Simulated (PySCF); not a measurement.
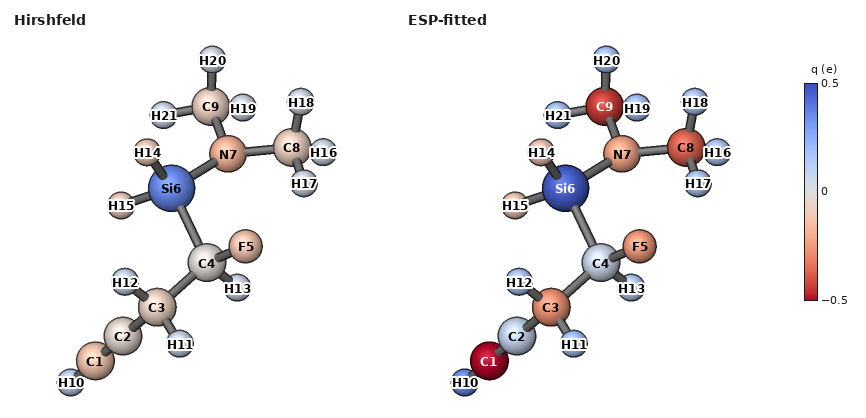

Atomic charges of one calculation by 2 schemes, on one colour scale. The geometry was computed by an optimisation with GFN2-xTB. No frequency run is at hand to confirm it as a minimum. Computed with PBE0/pcSseg-1 (PySCF 2.14.0).

Question: Which scheme gives the most polar picture (largest mean size of the charges)?

Answer: The ESP-fitted charges are the largest in size here.

Question: On which atom do the schemes disagree most?

Answer: On C1 (from −0.50 to −0.12 e); C9 (from −0.44 to −0.07 e).

List the charges (e), one line for each set of equivalent atoms.

```csv
atom,Hirshfeld,ESP-fitted
C1,−0.12,−0.50
C2,−0.03,0.08
C3,−0.06,−0.26
C4,−0.02,0.06
F5,−0.11,−0.24
Si6,0.35,0.46
N7,−0.17,−0.21
C8,−0.07,−0.37
C9,−0.07,−0.44
H10,0.09,0.33
H11,0.06,0.16
H12,0.06,0.14
H13,0.04,0.11
H14,−0.09,−0.10
H15,−0.08,−0.10
H16,0.04,0.14
H17,0.04,0.14
H18,0.03,0.14
H19,0.04,0.16
H20,0.03,0.15
H21,0.05,0.16
```

The geometry is semi-empirical. Around Si such bond lengths and angles can be off by a tenth of an ångström or more and by several degrees, and values that hang on the shape move with them.
